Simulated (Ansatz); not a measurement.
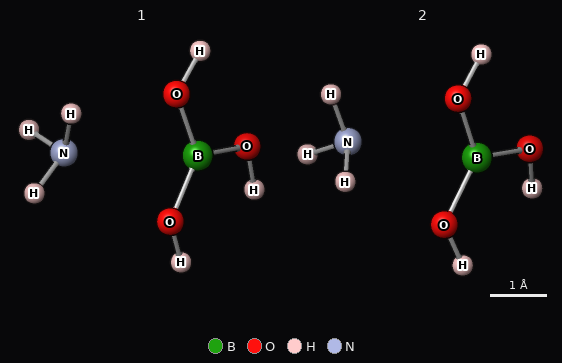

Two geometries of BNH6O3, drawn at one scale. One is the start of a relaxation, the other its converged end. Style: ball-and-stick. Shown at a tilt.

The calculation used Ansatz 0.2.0, RKS r2SCAN-D4/def2-SVP. Set-up: no spin polarisation; force threshold 0.03 eV/Å; at most 50 steps.

> Which geometry has the lower energy?

Structure 1 is the relaxed one. The run prepares an end point of a later path (reaction) calculation, from a guessed geometry. An H atom moves most after the best rigid fit: 0.64 Å. Largest moves by element: H 0.64 Å, N 0.21 Å, O 0.18 Å, B 0.05 Å. Near-neighbour distances that change, for instance: B–O 1.393 → 1.370 Å, H–N 1.039 → 1.021 Å, B–O 1.364 → 1.371 Å. After 13 accepted moves (16 points after the start) the energy has fallen by 0.90 kcal/mol. Largest force component: 0.55 eV/Å at the start, 0.0072 eV/Å at the end. The line search rejected the trial steps at points 4, 7, 10 of the run.

Limits of the set-up: the start holds two separate molecules, 2.2 Å apart at their closest, whose relative position is a soft coordinate.
